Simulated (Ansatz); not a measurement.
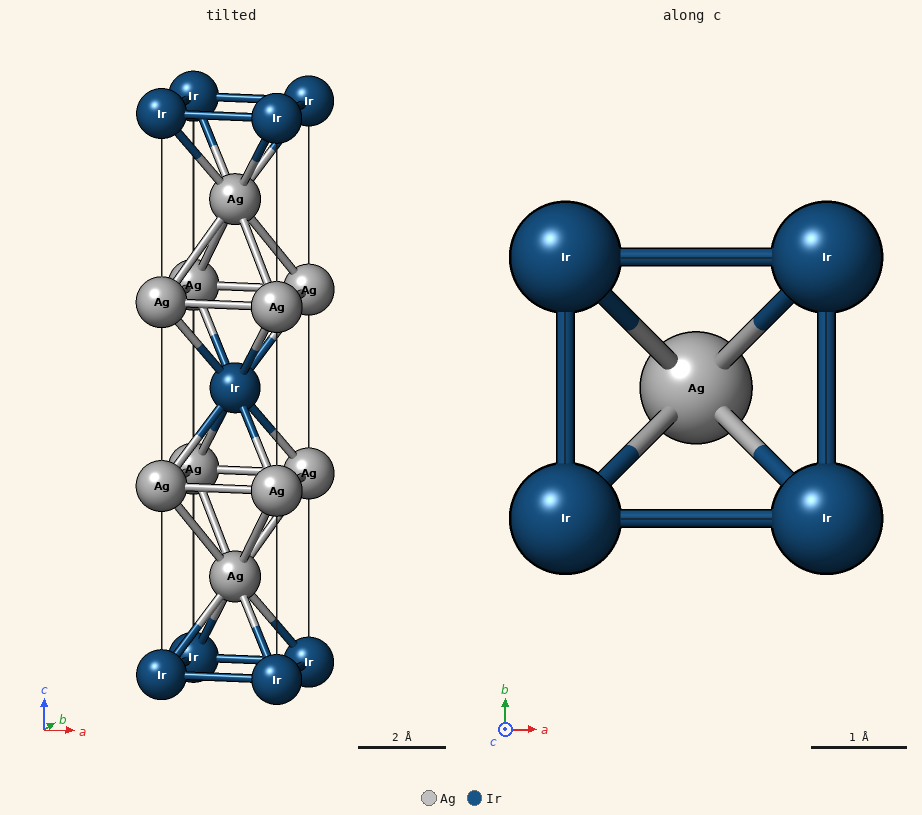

Structure drawing (ball-and-stick), viewed slightly off an axis and along the c axis. The conventional unit cell is drawn as a box.

Sticks mark Ag–Ag up to 3.08 Å, Ag–Ir up to 3.15 Å, Ir–Ir up to 3.08 Å (cut-off distances).

**What composition does the cell have?**

Ag₂Ir. The cell holds 4 Ag, 2 Ir, counting shared atoms by their share.

**Lattice type?**

Body-centred tetragonal.

**Identify the space group.**

I4/mmm (No. 139), with Ag on 4e and Ir on 2a.

**Describe the connectivity.**

The bonds build a three-dimensional framework.

It derives from a textbook structure type filled with these elements (whether it is the usual form wasn't checked). It is drawn as it came out of a relaxation with DFT PBE, scalar-relativistic, plane waves, PAW (Ansatz 0.2.0).
